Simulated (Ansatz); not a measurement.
FGaH₃NO···H₂

The calculation's input:

```
crystal:
  periodic: [false, false, false]
  atoms:
    - { symbol: Ga, position_ang: [0.0, 0.0, 0.0] }
    - { symbol: H, position_ang: [0.0, 0.0, 1.92] }
    - { symbol: O, position_ang: [1.5501, 0.0, -0.895] }
    - { symbol: H, position_ang: [1.85, -0.9519, -1.0499] }
    - { symbol: "N", position_ang: [-1.6714, 0.0, -0.965] }
    - { symbol: H, position_ang: [-2.3403, -0.8164, -0.8664] }
    - { symbol: H, position_ang: [-1.9204, 0.8164, -1.5936] }
    - { symbol: F, position_ang: [-0.2501, 1.8814, 0.6306] }
    - { symbol: H, position_ang: [-0.134, 1.0079, 1.7717] }
basis:
  gaussian: { orbitals: def2-SVP }
hamiltonian:
  xc: pbe0
  dispersion: d4
relax:
  f_tol: 0.15
  max_steps: 25
  restrain:
    - { distance: [0, 7], at: 1.7, k: 30.0 }
    - { distance: [8, 1], at: 0.66, k: 30.0 }
    - { distance: [0, 1], at: 2.77, k: 30.0 }
    - { distance: [8, 7], at: 2.12, k: 30.0 }
output:
  orbitals: {}
```

Run with:

```sh
ansatz run input.yaml --threads 2 --pin off --max-ram 3072MiB --backend cpu --events-out ev --progress --plain --runs-dir out
```

The fields are those of the run's last geometry, not of the input's.

Not at a stationary point (largest force 1.8 eV/Å).

Computed with RKS PBE0-D4/def2-SVP in Ansatz 0.2.0.

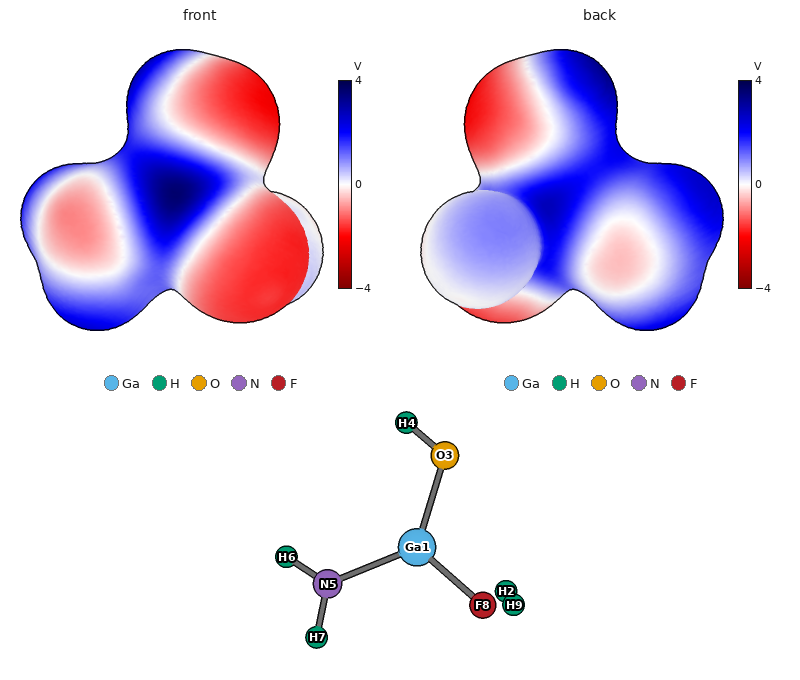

Figure 1. The electrostatic potential painted on the density surface at 0.004 e/bohr³, seen from the front and from behind; red is negative and blue positive. The bare structure is drawn below in the same view.

Where is the surface potential most negative and most positive?

Answer. The most negative region (about −2.0 V, or −46 kcal/mol for a unit charge) lies over O3, the most positive (about +3.3 V, or +76 kcal/mol for a unit charge) over Ga1. O3 is the likeliest acceptor of a hydrogen bond.

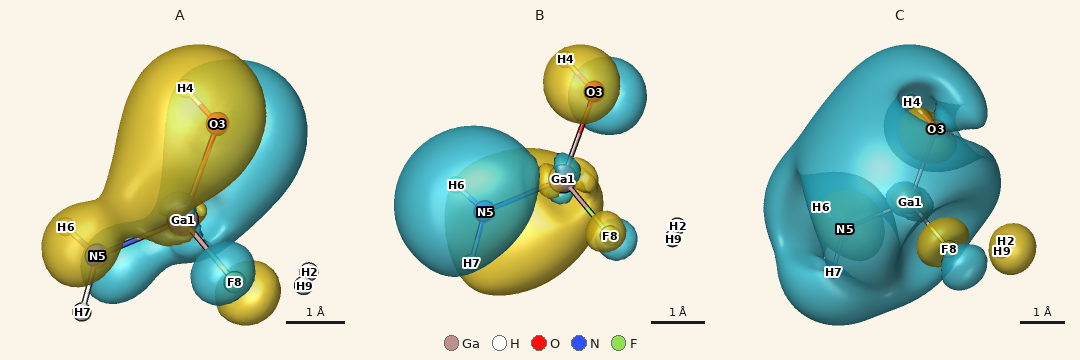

Figure 2. Three frontier orbitals at ±0.06 Å⁻³ᐟ² (yellow and cyan are the two phases), in no order.

Which picture is the HOMO−1, the HOMO and the LUMO?

Answer. A is the HOMO−1 (−8.95 eV). Its weight (Hirshfeld) is mainly on O3 (about 75 %) and Ga1 (about 10 %); largely a lone pair of O3. B is the HOMO (−7.58 eV). It lies mainly on N5 (about 70 %), Ga1 (about 10 %) and O3 (about 5 %); largely a lone pair of N5. C is the LUMO (−0.30 eV). By Hirshfeld shares it lies mainly on Ga1 (about 45 %), O3 (about 15 %), N5 (about 10 %), H4 (about 10 %), F8 (about 5 %) and H6 (about 5 %).

What is the HOMO–LUMO gap?

Answer. 7.28 eV between the orbital energies.

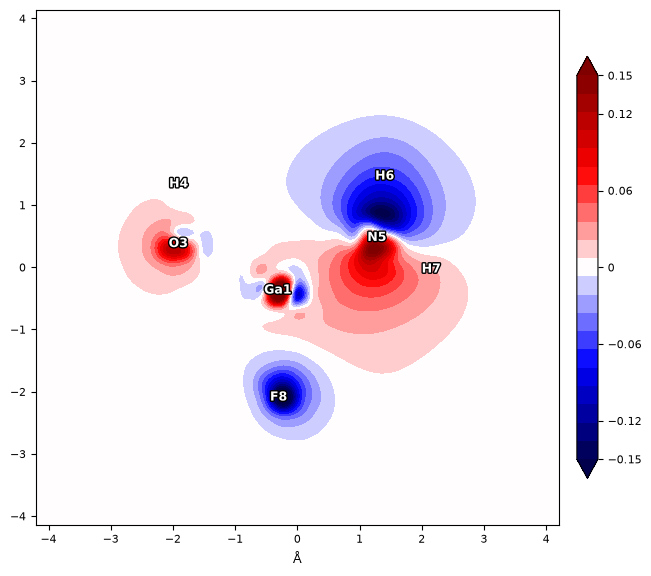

Figure 3. One frontier orbital on the plane of atoms Ga1, N5 and H7 (values in Å⁻³ᐟ²; the overall sign is arbitrary).

Which orbital is it: HOMO or LUMO?

Answer. The HOMO, at −7.58 eV. Its weight (Hirshfeld) is mainly on N5 (about 70 %), Ga1 (about 10 %) and O3 (about 5 %); largely a lone pair of N5.
